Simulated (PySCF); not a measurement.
**Single-point calculation, with input and output: PBr (part 2 of 2)**

Continued. System: PBr, multiplicity 3. Method: ROHF/crenbl, casscf (PySCF 2.14.0). Some settings of this run were made unusual or wrong on purpose.

Geometry of the input (Å):
```
P  0.0000  0.0000  0.0000
Br 0.0000  0.0000  2.2890
```

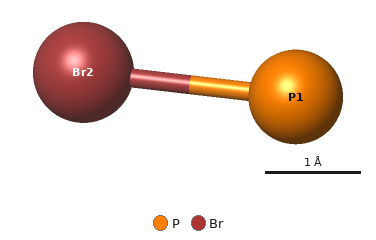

The input geometry (ball-and-stick view, seen at a tilt; atoms are numbered from 1 in the order of the input).

**Output, continued**
```
               #1        #2        #3        #4        #5
0 P 3s          -0.00724   0.02815  -0.00011  -0.00000   0.03611
0 P 4s           0.00003   0.01501  -0.00002  -0.00000  -0.04536
0 P 5s          -0.00404   0.08459  -0.00004   0.00000   0.10895
0 P 6s           0.00200  -0.04942  -0.00000  -0.00000  -0.09862
0 P 3px         -0.03472  -0.00010  -0.17392  -0.09096   0.00017
0 P 3py         -0.00027   0.12260  -0.00010  -0.00001  -0.19344
0 P 3pz          0.15247   0.00012   0.42296  -0.83808  -0.00017
0 P 4px         -0.22739  -0.00055  -0.83451  -0.43807   0.00039
0 P 4py         -0.00335   0.59412  -0.00041  -0.00004  -0.70628
0 P 4pz         -0.02411   0.00002   0.06215  -0.11796  -0.00020
0 P 5px         -0.06274  -0.00005   0.04023   0.01901  -0.00038
0 P 5py          0.00196   0.00339  -0.00007  -0.00000  -0.22857
0 P 5pz         -0.03974  -0.00001  -0.06338   0.12734  -0.00005
0 P 6px          0.06313   0.00009   0.04759   0.02649   0.00019
0 P 6py          0.00134  -0.06294  -0.00001   0.00000  -0.08346
0 P 6pz          0.01587   0.00000   0.01381  -0.02860   0.00002
1 Br 4s         -0.01805   0.03309   0.00047   0.00000   0.00994
1 Br 5s         -0.00303   0.00162   0.00003  -0.00001  -0.11299
1 Br 6s          0.01244   0.04098  -0.00044  -0.00001  -0.17188
1 Br 4px        -0.00032  -0.03183  -0.00001   0.00001  -0.03106
1 Br 4py        -0.10354  -0.00000   0.03367  -0.05017   0.00018
1 Br 4pz         0.20205   0.00020  -0.06120  -0.02377  -0.00029
1 Br 5px        -0.00076   0.17017   0.00013  -0.00006   0.29717
1 Br 5py        -0.41693  -0.00004   0.14918  -0.23137  -0.00002
1 Br 5pz         0.82830   0.00091  -0.22512  -0.08580   0.00007
1 Br 6px         0.00259   0.76456  -0.00010  -0.00006   0.49709
1 Br 6py        -0.00611  -0.00004   0.00653  -0.01428  -0.00062
1 Br 6pz        -0.03757  -0.00014  -0.06736  -0.03476  -0.00100
1 Br 3dxy       -0.00165   0.00031   0.00002  -0.00000   0.00002
1 Br 3dyz        0.00071   0.00021   0.00243   0.00136   0.00001
1 Br 3dz^2      -0.00063   0.00136   0.00001  -0.00000  -0.00472
1 Br 3dxz       -0.00036  -0.00011  -0.00126   0.00263  -0.00000
1 Br 3dx2-y2    -0.00118   0.00022   0.00002   0.00000   0.00002
1 Br 4dxy       -0.00001   0.00001   0.00001  -0.00000   0.00029
1 Br 4dyz       -0.00185   0.00000  -0.00525  -0.00273   0.00020
1 Br 4dz^2      -0.00004  -0.00521   0.00001   0.00000   0.01539
1 Br 4dxz        0.00039  -0.00000   0.00099  -0.00190  -0.00010
1 Br 4dx2-y2    -0.00001   0.00001   0.00000   0.00000   0.00020
1 Br 5dxy        0.00001  -0.00001  -0.00001   0.00000  -0.00031
1 Br 5dyz        0.00198  -0.00000   0.00533   0.00278  -0.00021
1 Br 5dz^2       0.00004   0.00550  -0.00001  -0.00000  -0.01561
1 Br 5dxz       -0.00046   0.00000  -0.00105   0.00202   0.00011
1 Br 5dx2-y2     0.00000  -0.00001  -0.00000  -0.00000  -0.00022
1 Br 6dxy       -0.00002   0.00002   0.00001  -0.00000   0.00042
1 Br 6dyz       -0.00256   0.00000  -0.00585  -0.00305   0.00029
1 Br 6dz^2      -0.00004  -0.00681   0.00001   0.00000   0.01686
1 Br 6dxz        0.00078  -0.00000   0.00139  -0.00269  -0.00015
1 Br 6dx2-y2    -0.00001   0.00001   0.00001   0.00000   0.00030
               #6        #7        #8
0 P 3s           0.00026  -0.00002   0.00084
0 P 4s           0.00261  -0.00116   0.00998
0 P 5s          -0.00280   0.00019  -0.00528
0 P 6s           0.00210  -0.00013   0.00476
0 P 3px          0.07552  -0.11357  -0.20736
0 P 3py          0.00129   0.00114  -0.00448
0 P 3pz          0.00939   0.02614  -0.00840
0 P 4px          0.05978   0.00941   0.05516
0 P 4py          0.00330  -0.00045   0.00426
0 P 4pz         -0.14025  -0.77331   0.38177
0 P 5px         -0.24657   0.37071   0.69362
0 P 5py          0.00303   0.00401  -0.01705
0 P 5pz         -0.06138  -0.36957   0.18729
0 P 6px          0.14501  -0.22100  -0.40920
0 P 6py          0.00172   0.00236  -0.00998
0 P 6pz          0.02307   0.10986  -0.05540
1 Br 4s         -0.00445  -0.00002  -0.00304
1 Br 5s         -0.02412   0.00118  -0.02123
1 Br 6s         -0.01393  -0.00027  -0.00849
1 Br 4px         0.00050  -0.00045   0.00174
1 Br 4py         0.12211   0.05968   0.03926
1 Br 4pz        -0.23649   0.03067  -0.07618
1 Br 5px        -0.00944   0.00457  -0.02115
1 Br 5py        -0.00597   0.07996  -0.05272
1 Br 5pz         0.01115   0.03881   0.09623
1 Br 6px         0.00079  -0.00068   0.00271
1 Br 6py        -0.41366  -0.17600  -0.14773
1 Br 6pz        -0.80096   0.09387  -0.27890
1 Br 3dxy        0.00002  -0.00000   0.00001
1 Br 3dyz       -0.00147  -0.00100  -0.00315
1 Br 3dz^2       0.00005   0.00003  -0.00006
1 Br 3dxz        0.00076  -0.00193   0.00163
1 Br 3dx2-y2     0.00001   0.00000   0.00001
1 Br 4dxy        0.00180   0.00004   0.00124
1 Br 4dyz       -0.00654   0.00808   0.01339
1 Br 4dz^2       0.00105  -0.00012   0.00102
1 Br 4dxz        0.00338   0.01541  -0.00682
1 Br 4dx2-y2     0.00130  -0.00006   0.00090
1 Br 5dxy       -0.00194  -0.00005  -0.00134
1 Br 5dyz        0.00706  -0.00851  -0.01397
1 Br 5dz^2      -0.00114   0.00013  -0.00109
1 Br 5dxz       -0.00365  -0.01624   0.00712
1 Br 5dx2-y2    -0.00140   0.00006  -0.00097
1 Br 6dxy        0.00266   0.00006   0.00184
1 Br 6dyz       -0.00924   0.01065   0.01717
1 Br 6dz^2       0.00158  -0.00016   0.00146
1 Br 6dxz        0.00477   0.02038  -0.00879
1 Br 6dx2-y2     0.00192  -0.00009   0.00132
<mo_coeff-mcscf|mo_coeff-hf>  1      1        0.99967128
<mo_coeff-mcscf|mo_coeff-hf>  2      2       -0.55751929
<mo_coeff-mcscf|mo_coeff-hf>  2      3        0.83015821
<mo_coeff-mcscf|mo_coeff-hf>  3      2        0.83016199
<mo_coeff-mcscf|mo_coeff-hf>  3      3        0.55752198
<mo_coeff-mcscf|mo_coeff-hf>  4      4       -0.50375814
<mo_coeff-mcscf|mo_coeff-hf>  4      5        0.86384465
<mo_coeff-mcscf|mo_coeff-hf>  5      4        0.86356626
<mo_coeff-mcscf|mo_coeff-hf>  5      5        0.50359433
<mo_coeff-mcscf|mo_coeff-hf>  6      6        0.98523363
<mo_coeff-mcscf|mo_coeff-hf>  7      7        0.98788460
<mo_coeff-mcscf|mo_coeff-hf>  8      10      -0.99022925
<mo_coeff-mcscf|mo_coeff-hf>  9      9        0.97199329
<mo_coeff-mcscf|mo_coeff-hf>  10     8        0.95878758
<mo_coeff-mcscf|mo_coeff-hf>  11     11       0.99998224
<mo_coeff-mcscf|mo_coeff-hf>  12     12       0.99982379
<mo_coeff-mcscf|mo_coeff-hf>  13     13       0.88047784
<mo_coeff-mcscf|mo_coeff-hf>  14     16       0.42081280
<mo_coeff-mcscf|mo_coeff-hf>  14     19       0.81023282
<mo_coeff-mcscf|mo_coeff-hf>  15     17      -0.87535036
<mo_coeff-mcscf|mo_coeff-hf>  16     16       0.87729473
<mo_coeff-mcscf|mo_coeff-hf>  16     19      -0.44656134
<mo_coeff-mcscf|mo_coeff-hf>  17     14      -0.99594497
<mo_coeff-mcscf|mo_coeff-hf>  18     15       0.93014510
<mo_coeff-mcscf|mo_coeff-hf>  19     18       0.95343667
<mo_coeff-mcscf|mo_coeff-hf>  20     20      -0.96765284
<mo_coeff-mcscf|mo_coeff-hf>  21     21       0.99758475
<mo_coeff-mcscf|mo_coeff-hf>  22     23       0.99958445
<mo_coeff-mcscf|mo_coeff-hf>  23     22       0.99973419
<mo_coeff-mcscf|mo_coeff-hf>  24     24       0.82404191
<mo_coeff-mcscf|mo_coeff-hf>  24     25       0.55975958
<mo_coeff-mcscf|mo_coeff-hf>  25     26       0.98878440
<mo_coeff-mcscf|mo_coeff-hf>  26     24      -0.56646002
<mo_coeff-mcscf|mo_coeff-hf>  26     25       0.81494483
<mo_coeff-mcscf|mo_coeff-hf>  27     27       0.98232921
<mo_coeff-mcscf|mo_coeff-hf>  28     28       0.98242426
<mo_coeff-mcscf|mo_coeff-hf>  29     29       0.99993711
<mo_coeff-mcscf|mo_coeff-hf>  30     30       0.99999709
<mo_coeff-mcscf|mo_coeff-hf>  31     32       0.99301326
<mo_coeff-mcscf|mo_coeff-hf>  32     31       0.99313987
<mo_coeff-mcscf|mo_coeff-hf>  33     33       0.99999573
<mo_coeff-mcscf|mo_coeff-hf>  34     35       0.94856907
<mo_coeff-mcscf|mo_coeff-hf>  35     34       0.94856950
<mo_coeff-mcscf|mo_coeff-hf>  36     36       0.99877943
<mo_coeff-mcscf|mo_coeff-hf>  37     37      -0.55857563
<mo_coeff-mcscf|mo_coeff-hf>  37     38       0.82945340
<mo_coeff-mcscf|mo_coeff-hf>  38     37       0.82843883
<mo_coeff-mcscf|mo_coeff-hf>  38     38       0.55789630
<mo_coeff-mcscf|mo_coeff-hf>  39     39       0.99999993
<mo_coeff-mcscf|mo_coeff-hf>  40     40       0.89164178
<mo_coeff-mcscf|mo_coeff-hf>  40     41       0.45274020
<mo_coeff-mcscf|mo_coeff-hf>  41     40      -0.45274024
<mo_coeff-mcscf|mo_coeff-hf>  41     41       0.89164188
<mo_coeff-mcscf|mo_coeff-hf>  42     42       1.00000000
<mo_coeff-mcscf|mo_coeff-hf>  43     43      -0.59240247
<mo_coeff-mcscf|mo_coeff-hf>  43     44       0.80564196
<mo_coeff-mcscf|mo_coeff-hf>  44     43       0.80564196
<mo_coeff-mcscf|mo_coeff-hf>  44     44       0.59240247
<mo_coeff-mcscf|mo_coeff-hf>  45     45       0.70198809
<mo_coeff-mcscf|mo_coeff-hf>  45     46       0.70660103
<mo_coeff-mcscf|mo_coeff-hf>  46     45       0.70941875
<mo_coeff-mcscf|mo_coeff-hf>  46     46      -0.70478699
<mo_coeff-mcscf|mo_coeff-hf>  47     47       0.99602840
<mo_coeff-mcscf|mo_coeff-hf>  48     48       1.00000000
** Largest CI components **
  [alpha occ-orbitals] [beta occ-orbitals]            CI coefficient
  [0 1 2 3]            [0 1]                           0.977905458180
  [0 2 3 4]            [0 4]                          -0.115226446433

WARN: Weak orthogonality for localized orbitals 1.041924181454619e-09

 ** Mulliken pop on meta-lowdin orthogonal AOs  **
 ** Mulliken pop  **
pop of  0 P 3s            1.63412
pop of  0 P 4s            0.03847
pop of  0 P 5s            0.28540
pop of  0 P 6s            0.03114
pop of  0 P 3px           0.04145
pop of  0 P 3py           0.03138
pop of  0 P 3pz           1.03925
pop of  0 P 4px           1.00901
pop of  0 P 4py           0.73982
pop of  0 P 4pz           0.02641
pop of  0 P 5px           0.01359
pop of  0 P 5py           0.01642
pop of  0 P 5pz           0.03291
pop of  0 P 6px           0.01331
pop of  0 P 6py           0.01391
pop of  0 P 6pz           0.00317
pop of  1 Br 4s           1.29741
pop of  1 Br 5s           0.04274
pop of  1 Br 6s           0.59993
pop of  1 Br 4px          0.00350
pop of  1 Br 4py          0.10928
pop of  1 Br 4pz          0.10853
pop of  1 Br 5px          0.06414
pop of  1 Br 5py          1.78730
pop of  1 Br 5pz          1.80089
pop of  1 Br 6px          1.20196
pop of  1 Br 6py          0.00160
pop of  1 Br 6pz          0.01275
pop of  1 Br 3dxy         1.99997
pop of  1 Br 3dyz         1.99993
pop of  1 Br 3dz^2        1.99976
pop of  1 Br 3dxz         1.99993
pop of  1 Br 3dx2-y2      1.99997
pop of  1 Br 4dxy         0.00001
pop of  1 Br 4dyz         0.00005
pop of  1 Br 4dz^2        0.00009
pop of  1 Br 4dxz         0.00001
pop of  1 Br 4dx2-y2      0.00001
pop of  1 Br 5dxy         0.00003
pop of  1 Br 5dyz         0.00007
pop of  1 Br 5dz^2        0.00011
pop of  1 Br 5dxz         0.00003
pop of  1 Br 5dx2-y2      0.00003
pop of  1 Br 6dxy         0.00000
pop of  1 Br 6dyz         0.00006
pop of  1 Br 6dz^2        0.00014
pop of  1 Br 6dxz         0.00002
pop of  1 Br 6dx2-y2      0.00000
 ** Mulliken atomic charges  **
charge of    0P =      0.03022
charge of    1Br =     -0.03022
Mulliken spin population analysis on meta-Lowdin AOs:

WARN: Weak orthogonality for localized orbitals 1.041924181454619e-09

 ** Mulliken pop on meta-lowdin orthogonal AOs  **
 ** Mulliken pop  **
pop of  0 P 3s           -0.00016
pop of  0 P 4s            0.00012
pop of  0 P 5s           -0.00146
pop of  0 P 6s           -0.00076
pop of  0 P 3px           0.03855
pop of  0 P 3py           0.00412
pop of  0 P 3pz           0.87584
pop of  0 P 4px           0.88044
pop of  0 P 4py           0.07218
pop of  0 P 4pz           0.01878
pop of  0 P 5px           0.00167
pop of  0 P 5py           0.00037
pop of  0 P 5pz           0.02021
pop of  0 P 6px           0.00245
pop of  0 P 6py          -0.00083
pop of  0 P 6pz           0.00100
pop of  1 Br 4s          -0.00005
pop of  1 Br 5s           0.00009
pop of  1 Br 6s           0.00131
pop of  1 Br 4px         -0.00016
pop of  1 Br 4py          0.00391
pop of  1 Br 4pz          0.00533
pop of  1 Br 5px         -0.00793
pop of  1 Br 5py          0.07692
pop of  1 Br 5pz          0.06372
pop of  1 Br 6px         -0.06110
pop of  1 Br 6py          0.00039
pop of  1 Br 6pz          0.00487
pop of  1 Br 3dxy         0.00000
pop of  1 Br 3dyz         0.00001
pop of  1 Br 3dz^2        0.00000
pop of  1 Br 3dxz         0.00001
pop of  1 Br 3dx2-y2      0.00000
pop of  1 Br 4dxy         0.00000
pop of  1 Br 4dyz         0.00003
pop of  1 Br 4dz^2        0.00001
pop of  1 Br 4dxz         0.00001
pop of  1 Br 4dx2-y2      0.00000
pop of  1 Br 5dxy         0.00000
pop of  1 Br 5dyz         0.00004
pop of  1 Br 5dz^2        0.00002
pop of  1 Br 5dxz         0.00001
pop of  1 Br 5dx2-y2      0.00000
pop of  1 Br 6dxy         0.00000
pop of  1 Br 6dyz         0.00004
pop of  1 Br 6dz^2        0.00002
pop of  1 Br 6dxz         0.00001
pop of  1 Br 6dx2-y2      0.00000
 ** Mulliken atomic charges  **
charge of    0P =      3.08750
charge of    1Br =     16.91250
spop of 0 P 3s         -0.00016
spop of 0 P 4s          0.00012
spop of 0 P 5s         -0.00146
spop of 0 P 6s         -0.00076
spop of 0 P 3px         0.03855
spop of 0 P 3py         0.00412
spop of 0 P 3pz         0.87584
spop of 0 P 4px         0.88044
spop of 0 P 4py         0.07218
spop of 0 P 4pz         0.01878
spop of 0 P 5px         0.00167
spop of 0 P 5py         0.00037
spop of 0 P 5pz         0.02021
spop of 0 P 6px         0.00245
spop of 0 P 6py        -0.00083
spop of 0 P 6pz         0.00100
spop of 1 Br 4s        -0.00005
spop of 1 Br 5s         0.00009
spop of 1 Br 6s         0.00131
spop of 1 Br 4px       -0.00016
spop of 1 Br 4py        0.00391
spop of 1 Br 4pz        0.00533
spop of 1 Br 5px       -0.00793
spop of 1 Br 5py        0.07692
spop of 1 Br 5pz        0.06372
spop of 1 Br 6px       -0.06110
spop of 1 Br 6py        0.00039
spop of 1 Br 6pz        0.00487
spop of 1 Br 3dxy       0.00000
spop of 1 Br 3dyz       0.00001
spop of 1 Br 3dz^2      0.00000
spop of 1 Br 3dxz       0.00001
spop of 1 Br 3dx2-y2    0.00000
spop of 1 Br 4dxy       0.00000
spop of 1 Br 4dyz       0.00003
spop of 1 Br 4dz^2      0.00001
spop of 1 Br 4dxz       0.00001
spop of 1 Br 4dx2-y2    0.00000
spop of 1 Br 5dxy       0.00000
spop of 1 Br 5dyz       0.00004
spop of 1 Br 5dz^2      0.00002
spop of 1 Br 5dxz       0.00001
spop of 1 Br 5dx2-y2    0.00000
spop of 1 Br 6dxy       0.00000
spop of 1 Br 6dyz       0.00004
spop of 1 Br 6dz^2      0.00002
spop of 1 Br 6dxz       0.00001
spop of 1 Br 6dx2-y2    0.00000
Mulliken atomic spins:
spin of  0P =      1.91250
spin of  1Br =      0.08750
Dipole moment(X, Y, Z, Debye):  0.00000,  0.00000, -2.22362
orbital energies (hartree): [-0.4499 -0.441  -0.441  -0.186  -0.186   0.0589  0.4394  0.5866]
```

**What the run reported**

```tsv
quantity	value
outcome	converged
SCF energy	−159.413595 hartree
dipole moment	2.22 D
wall time	4.5 s
```

Some settings of this run were drawn to be unusual or wrong. It converged; results that depend on the unusual settings are not reference values. Notes on the run: Weak orthogonality for localized orbitals.
